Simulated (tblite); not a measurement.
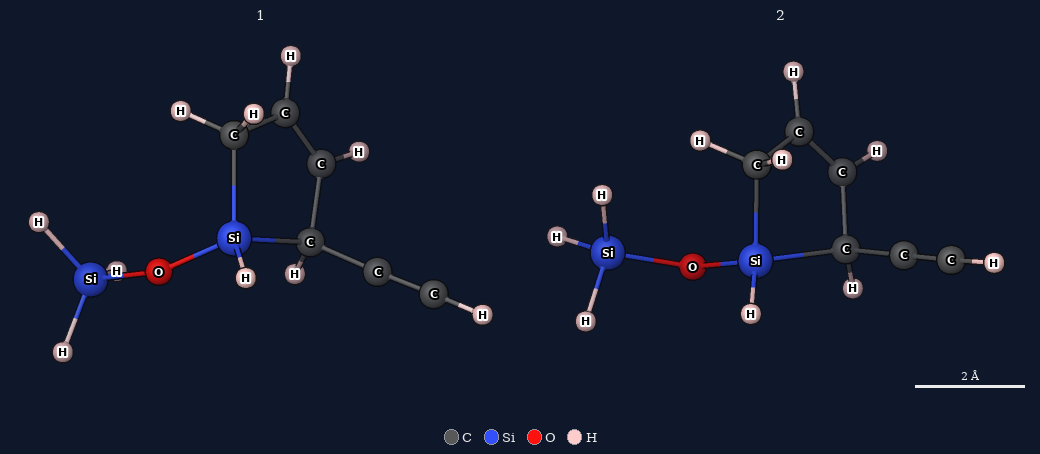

Two geometries of C$_{6}$H$_{10}$OSi$_{2}$, drawn at one scale. One is the start of a relaxation, the other its converged end. A ball-and-stick model, seen at a tilt.

All numbers below come from GFN2-xTB geometry optimisation, gas phase (tblite). 

### Which geometry has the lower energy?

Structure 1 is the relaxed one. The energy falls by 26.3 kcal/mol in 116 geometry steps. An H atom moves most after the best rigid fit: 1.68 Å. By element the largest moves are H 1.68 Å, O 1.39 Å, C 0.95 Å, Si 0.81 Å. Near-neighbour distances that change, for instance: Si–Si 2.808 → 3.184 Å, O–Si 1.711 → 1.624 Å, C–Si 1.859 → 1.921 Å, C–C 1.502 → 1.444 Å. Among the angles between lasting bonds that change: Si–O–Si 111.0° → 157.2°, O–Si–H 116.8° → 104.5°, C–C–H 118.3° → 109.8°. Groups turn about O–Si by about 120°, O–Si by about 110°, C–Si by about 30°.
